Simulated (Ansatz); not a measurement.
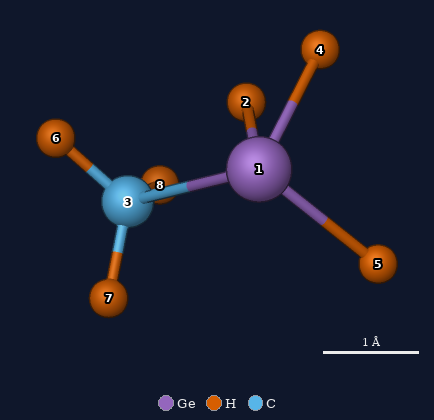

Figure 1. The structure as given in the input (ball-and-stick view, seen at a tilt; atoms are numbered from 1 in the order of the input). Sticks mark near contacts.

# Saddle-point search, with input and output: CH6Ge

System: CH6Ge.
Method: RKS PBE0-D4/cc-pVDZ (Ansatz 0.2.0).

Figures and captions count atoms from 1; the log counts them from 0 in places.

Input file
```yaml
crystal:
  periodic: [false, false, false]
  atoms:
    - {symbol: Ge, position_ang: [-1.275671, 0.730242, 0.270914]}
    - {symbol: H, position_ang: [-0.290093, -0.672849, 0.527850]}
    - {symbol: C, position_ang: [0.919558, 0.234406, -0.114515]}
    - {symbol: H, position_ang: [-1.301612, -0.858006, 0.962698]}
    - {symbol: H, position_ang: [-1.805598, -0.027188, -1.191743]}
    - {symbol: H, position_ang: [1.366761, 0.495093, 0.768066]}
    - {symbol: H, position_ang: [1.036509, 0.902549, -0.928361]}
    - {symbol: H, position_ang: [1.289548, -0.848029, -0.354887]}
basis:
  gaussian: {orbitals: cc-pVDZ}
hamiltonian: {xc: pbe0, dispersion: d4}
saddle:
  f_tol: 0.1
  max_steps: 40
  mode_guess:
    - [0.2723, 0.0208, -0.1102]
    - [-0.5444, -0.4409, 0.4365]
    - [0.0199, 0.2048, -0.0190]
    - [0.1548, -0.0771, -0.0761]
    - [0.1339, -0.0092, -0.0567]
    - [0.1645, 0.0691, -0.0901]
    - [0.0398, 0.1283, -0.0724]
    - [-0.2409, 0.1042, -0.0121]
```

Launch command:
```bash
ansatz run in.yaml --threads 2 --pin off --events-out ev --progress --plain --max-ram 4352MiB
```

Output
```
Functional definition: PBE0
  name "PBE0"
  cite "Adamo & Barone, J. Chem. Phys. 110, 6158 (1999) doi:10.1063/1.478522"
  cite "Perdew, Burke & Ernzerhof, Phys. Rev. Lett. 77, 3865 (1996) doi:10.1103/PhysRevLett.77.3865"
  parent pbe
  parameter a = 0.25
  parameter kappa = 0.804
  parameter beta = 0.06672455060314922
  exchange = (1 - a)*pbe_x(kappa = kappa, mu = beta*pi^2/3) + a*exact_x
  correlation = pbe_c(beta = beta)
815 factors; integrals over basis functions are off by at most 3.8e-4 eV
mean field evaluation 1: about -57636.4994 eV, gradient 3.9e1 eV
mean field evaluation 2: about -57632.4337 eV, gradient 5.1e1 eV
mean field evaluation 4: about -57640.5068 eV, gradient 1.2e0 eV
mean field evaluation 8: about -57640.5235 eV, gradient 1.6e-2 eV
mean field -57640.52346814 eV, -2118.2501673042 hartree, gradient 7.2e-6 eV, S^2 0.000000; 0 other end points of the search recorded, 0 dependent functions left out
the calculation of the forces begins
reference -57640.52349248 eV, -2118.2501681985 hartree; 22, 22 occupied and 49, 49 virtual orbitals, 815 factors
these checks for a lower state are left out or cut short: stability, starts, cluster_reference, orbital_swaps, neighbouring_geometries, increment
815 factors; integrals over basis functions are off by at most 3.8e-4 eV
mean field evaluation 16: about -57640.5231 eV, gradient 3.3e-1 eV
mean field -57640.52378778 eV, -2118.2501790508 hartree, gradient 1.3e-6 eV, S^2 0.000000; 0 other end points of the search recorded, 0 dependent functions left out
[... from here on the field's lines of each further geometry are left out, up to the last ...]
saddle step   1: F+E_penalty+E_count = -57640.61724158 eV  max|allowed force component| = 4.045e0 eV/Å  curvature = -7.9797 eV/Å²  mode residual = 4.73e0 eV/Å²  Δτ_max = 0.0000 Å  (1 rotations, 3 force calls, 49 SCF iters)  cluster: 3 rotations left out, max|force component along them| = 1.062e-7 eV/Å
saddle step   2: F+E_penalty+E_count = -57640.93366647 eV  max|allowed force component| = 9.681e-1 eV/Å  curvature = -4.5391 eV/Å²  mode residual = 4.97e0 eV/Å²  Δτ_max = 0.1792 Å  (1 rotations, 3 force calls, 53 SCF iters)  cluster: 3 rotations left out, max|force component along them| = 1.087e-7 eV/Å
saddle step   3: F+E_penalty+E_count = -57641.03871226 eV  max|allowed force component| = 4.597e-1 eV/Å  curvature = -7.4564 eV/Å²  mode residual = 3.52e0 eV/Å²  Δτ_max = 0.0974 Å  (1 rotations, 3 force calls, 49 SCF iters)  cluster: 3 rotations left out, max|force component along them| = 3.604e-7 eV/Å
saddle step   4: F+E_penalty+E_count = -57641.04991385 eV  max|allowed force component| = 2.821e-1 eV/Å  curvature = -7.9706 eV/Å²  mode residual = 3.13e0 eV/Å²  Δτ_max = 0.0132 Å  (1 rotations, 3 force calls, 50 SCF iters)  cluster: 3 rotations left out, max|force component along them| = 9.967e-8 eV/Å
saddle step   5: F+E_penalty+E_count = -57641.06071928 eV  max|allowed force component| = 8.959e-2 eV/Å  curvature = -8.5310 eV/Å²  mode residual = 2.41e0 eV/Å²  Δτ_max = 0.0366 Å  (1 rotations, 8 force calls, 115 SCF iters)  cluster: 3 rotations left out, max|force component along them| = 1.756e-7 eV/Å
saddle search: the force at step 6 is within saddle.f_tol, and the search now checks the order of the point unasked, as it does wherever a lone molecule whose rigid rotations it leaves out would converge (saddle.isolated_cluster): at most 100 rotations across the mode and 202 force calls, two more next to a line or behind a second negative curvature, two more where it reads a positive, two for each turn that reads one and six more at each negative that it reads, and up to 22 at one that stands (24 where saddle.amplitude is under 0.005 Å), over each length that the point is read over (saddle.order_check: false declines the check)
saddle search: the rotation starts from a random direction (saddle.seed = 0)
the calculation of the forces begins
reference -57640.97039782 eV, -2118.2665916668 hartree; 22, 22 occupied and 49, 49 virtual orbitals, 815 factors
815 factors; integrals over basis functions are off by at most 4.3e-4 eV
mean field evaluation 512: about -57637.1708 eV, gradient 3.9e1 eV
mean field -57640.97037793 eV, -2118.2665909358 hartree, gradient 4.3e-5 eV, S^2 0.000000; 1 other end points of the search recorded, 0 dependent functions left out
the calculation of the forces begins
reference -57640.97040213 eV, -2118.2665918254 hartree; 22, 22 occupied and 49, 49 virtual orbitals, 815 factors
saddle step   6: F+E_penalty+E_count = -57641.06188181 eV  max|allowed force component| = 5.871e-3 eV/Å  curvature = -8.3680 eV/Å² (error put at 0.0053; -8.3729 at half of saddle.amplitude)  mode residual = 1.55e0 eV/Å²  Δτ_max = 0.0295 Å  (1 rotations, 64 force calls, 829 SCF iters)  order check (unasked): positive, curvature across the mode = +0.1649 eV/Å²; +0.0527 less its residual, +0.0526 less it at half of saddle.amplitude; error put at 0.0001 (56 force calls)  cluster: 3 rotations left out, max|force component along them| = 2.040e-7 eV/Å
```

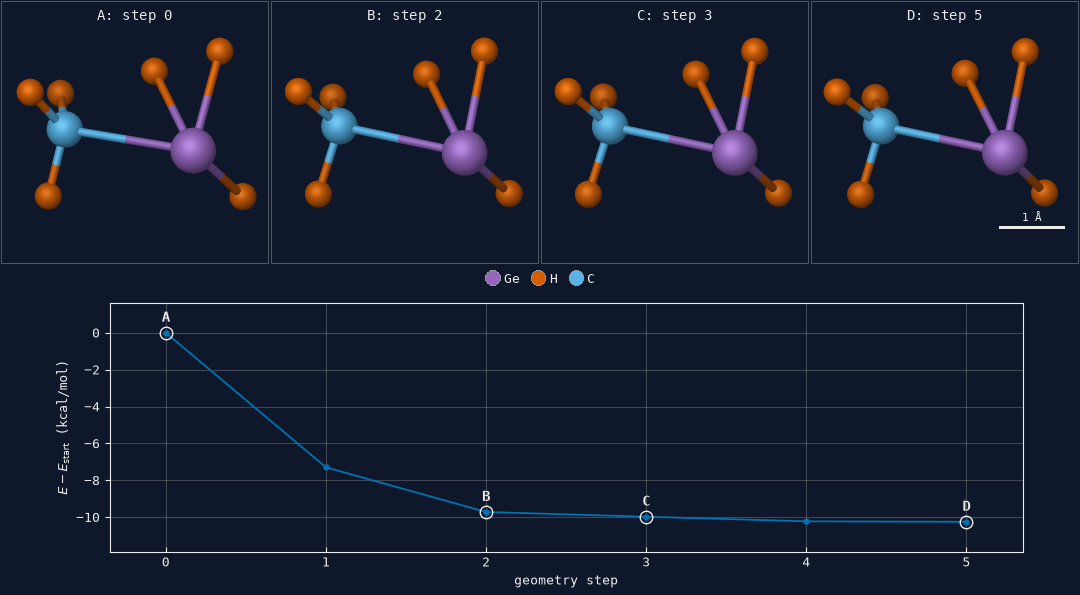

Figure 2. Frames of the saddle-point search (ball-and-stick view, seen at a tilt) above the curves, on which the letters mark them (the first geometry is step 0 here and step 1 in the log).

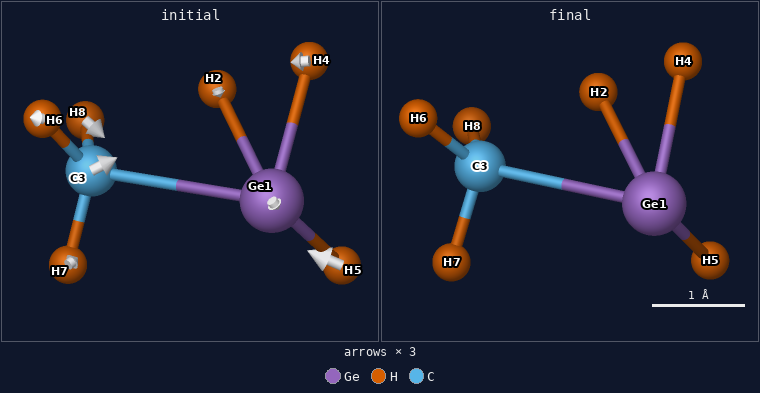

Figure 3. Before (left) and after (right) the saddle-point search, at one scale (ball-and-stick view, seen at a tilt). The white arrows give the displacements, magnified 3 times. After 5 geometry steps the energy has fallen by 10.3 kcal/mol. The largest force component goes from 4 to 0.0059 eV/Å. The atom that moves furthest after the best rigid fit is H5 (0.14 Å). By element the largest moves are H 0.14 Å, C 0.11 Å, Ge 0.05 Å. Distances before and after: Ge1–H5 1.730 → 1.597 Å, C3–H6 1.023 → 1.098 Å, C3–H8 1.169 → 1.104 Å, Ge1–C3 2.283 → 2.221 Å. Among the angles that change: H6–C3–H7 117.0° → 109.6°, H7–C3–H8 113.0° → 106.1°, Ge1–C3–H6 102.7° → 108.4°. (Atoms are counted from 1 in the order of the input.)

```
Total energy: -57641.06190602 eV, -2118.2699545313 hartree
Atom 0 at    -1.299931     0.724599     0.228780 Å, force    -0.000017    -0.003763    -0.000096 eV/Å
Atom 1 at    -0.303984    -0.662927     0.496712 Å, force    -0.000060     0.002618    -0.002166 eV/Å
Atom 2 at     0.832378     0.182381    -0.077286 Å, force     0.000779     0.003653     0.004076 eV/Å
Atom 3 at    -1.231639    -0.849944     0.949208 Å, force    -0.000134     0.000691    -0.000468 eV/Å
Atom 4 at    -1.678607    -0.016193    -1.133999 Å, force    -0.000350     0.000005     0.001003 eV/Å
Atom 5 at     1.405621     0.527176     0.793952 Å, force    -0.000666    -0.001888    -0.005872 eV/Å
Atom 6 at     1.009886     0.858562    -0.925640 Å, force     0.001698    -0.001885     0.002569 eV/Å
Atom 7 at     1.205676    -0.807436    -0.391704 Å, force    -0.001249     0.000568     0.000954 eV/Å
Dipole moment:     0.249311    -0.078289    -0.021618 e Å
```

Trajectory as extended XYZ (Å, eV, eV/Å), 6 frames, from step=1 to step=6
```
8
Properties=species:S:1:pos:R:3:forces:R:3 step=1 energy=-57640.61724
Ge   -1.2757    0.7302    0.2709   -0.3262  -0.4891  -1.2078
H    -0.2901   -0.6728    0.5279   -0.2788  -0.0125  -0.1814
C     0.9196    0.2344   -0.1145   -2.0197  -4.0453  -1.0080
H    -1.3016   -0.8580    0.9627    0.6882   0.1843  -0.1584
H    -1.8056   -0.0272   -1.1917    0.5447   0.5647   1.1352
H     1.3668    0.4951    0.7681    1.6007   1.2352   2.5044
H     1.0365    0.9025   -0.9284    0.3503   0.7414  -1.0428
H     1.2895   -0.8480   -0.3549   -0.5592   1.8213  -0.0413
8
Properties=species:S:1:pos:R:3:forces:R:3 step=2 energy=-57640.93367
Ge   -1.3077    0.7551    0.2343    0.2048  -0.4165  -0.6263
H    -0.3552   -0.6744    0.4536    0.6340  -0.0851  -0.0418
C     0.8571    0.1612   -0.0553   -0.5193   0.4548  -0.8102
H    -1.1278   -0.8167    0.9484   -0.9681  -0.3922   0.4289
H    -1.7651   -0.0240   -1.1536    0.2382   0.3308   0.5844
H     1.3645    0.5368    0.8314    0.2906  -0.0190   0.1980
H     1.0213    0.8225   -0.9105    0.2421   0.3227  -0.0594
H     1.2524   -0.8044   -0.4083   -0.1224  -0.1956   0.3264
8
Properties=species:S:1:pos:R:3:forces:R:3 step=3 energy=-57641.03871
Ge   -1.3001    0.7382    0.2367    0.0645  -0.3572  -0.4597
H    -0.3222   -0.6761    0.4697    0.0349   0.0183   0.0672
C     0.8598    0.1793   -0.0851   -0.3725   0.0810   0.0522
H    -1.2206   -0.8415    0.9643    0.0158   0.0206  -0.0672
H    -1.7499   -0.0273   -1.1415    0.1873   0.2542   0.4285
H     1.3829    0.5322    0.8146    0.0773  -0.0445  -0.0708
H     1.0474    0.8596   -0.9260    0.0212   0.0495  -0.0109
H     1.2422   -0.8082   -0.3927   -0.0284  -0.0219   0.0607
8
Properties=species:S:1:pos:R:3:forces:R:3 step=4 energy=-57641.04991
Ge   -1.3019    0.7353    0.2324    0.0573  -0.2773  -0.2821
H    -0.3128   -0.6705    0.4730    0.0068   0.0376   0.0300
C     0.8507    0.1782   -0.0876   -0.1784   0.2243   0.1952
H    -1.2248   -0.8455    0.9574    0.0270   0.0483  -0.0518
H    -1.7402   -0.0249   -1.1329    0.1328   0.1680   0.2641
H     1.3874    0.5295    0.8100   -0.0273  -0.0669  -0.1581
H     1.0458    0.8626   -0.9270   -0.0247  -0.0433   0.0310
H     1.2352   -0.8086   -0.3855    0.0066  -0.0906  -0.0284
8
Properties=species:S:1:pos:R:3:forces:R:3 step=5 energy=-57641.06072
Ge   -1.3038    0.7266    0.2264    0.0079  -0.0590   0.0873
H    -0.2940   -0.6597    0.4784    0.0105   0.0786  -0.0285
C     0.8347    0.1807   -0.0813    0.0268  -0.0366   0.0896
H    -1.2309   -0.8491    0.9512    0.0101   0.0735  -0.0342
H    -1.7060   -0.0169   -1.1230    0.0132  -0.0211  -0.0634
H     1.3912    0.5273    0.8025   -0.0153  -0.0251  -0.0682
H     1.0305    0.8556   -0.9273   -0.0646  -0.0044   0.0171
H     1.2177   -0.8083   -0.3869    0.0115  -0.0059   0.0003
8
Properties=species:S:1:pos:R:3:forces:R:3 step=6 energy=-57641.06188
Ge   -1.2999    0.7246    0.2288    0.0000  -0.0038  -0.0001
H    -0.3040   -0.6629    0.4967   -0.0001   0.0026  -0.0022
C     0.8324    0.1824   -0.0773    0.0008   0.0037   0.0041
H    -1.2316   -0.8499    0.9492   -0.0001   0.0007  -0.0005
H    -1.6786   -0.0162   -1.1340   -0.0003   0.0000   0.0010
H     1.4056    0.5272    0.7940   -0.0007  -0.0019  -0.0059
H     1.0099    0.8586   -0.9256    0.0017  -0.0019   0.0026
H     1.2057   -0.8074   -0.3917   -0.0012   0.0006   0.0010
```

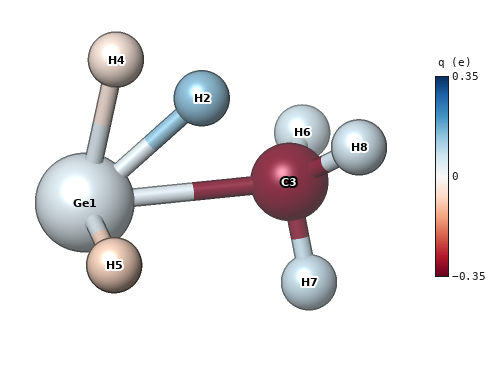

Figure 4. Mulliken charges, as the colour of each atom (ball-and-stick view, seen at an oblique angle; atoms are numbered from 1 in the order of the input). By element: Ge +0.05, H −0.07 to +0.15 and C −0.33 e.

Key numbers

```csv
quantity,value
outcome,converged
total energy,−57641.0619 eV
mean-field energy,−57640.9704 eV
dispersion energy,−0.0915 eV
largest force (length of the vector) at the end,0.006 eV/Å
dipole moment,1.26 D
hardware,"2 threads of Arm Neoverse V1, 23 GiB of memory available, shared host"
wall time,97 s (CPU time 3 min)
peak memory,0.37 GiB
```
